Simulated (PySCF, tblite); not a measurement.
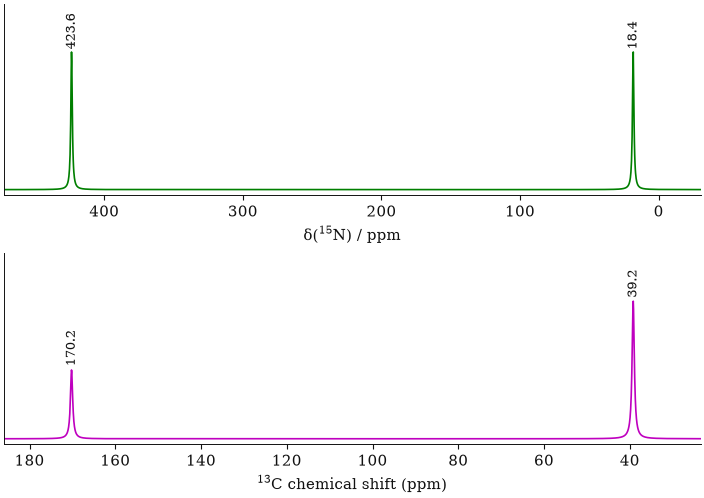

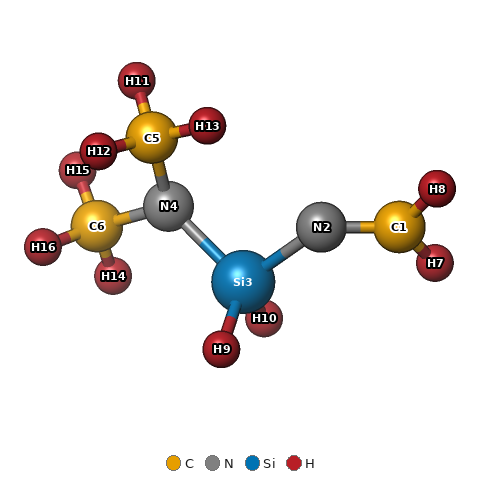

Spectrum and numbered structure of C₃H₁₀N₂Si, SMILES C=N[SiH2]N(C)C. GIAO shifts, PBE0/pcSseg-1, PySCF 2.14.0, at a GFN2-xTB geometry (a minimum by its frequencies), against NH₃ for ¹⁵N and TMS for ¹³C computed at the same level (¹⁵N: a single molecule, while the usual scales start at liquid NH₃ or nitromethane; multiply bonded nitrogen can come out tens of ppm too deshielded). Gas phase, fully decoupled, line heights follow the number of nuclei, widths are arbitrary (no quadrupolar broadening); values of one conformer, averaged over nuclei that symmetry, rotation about single bonds or inversion at nitrogen exchange, these motions taken as fast; other conformers aren't averaged in.

### Assign the ¹⁵N signals to the numbered atoms.

```tsv
δ (ppm)	nuclei	atoms
423.6	1	N2
18.4	1	N4
```

### Which atoms give which ¹³C line?

```csv
δ (ppm),nuclei,atoms
170.2,1,C1
39.2,2,"C5, C6"
```

Known limits of this run: the tight-binding geometry is rougher than a DFT one and adds to the error.
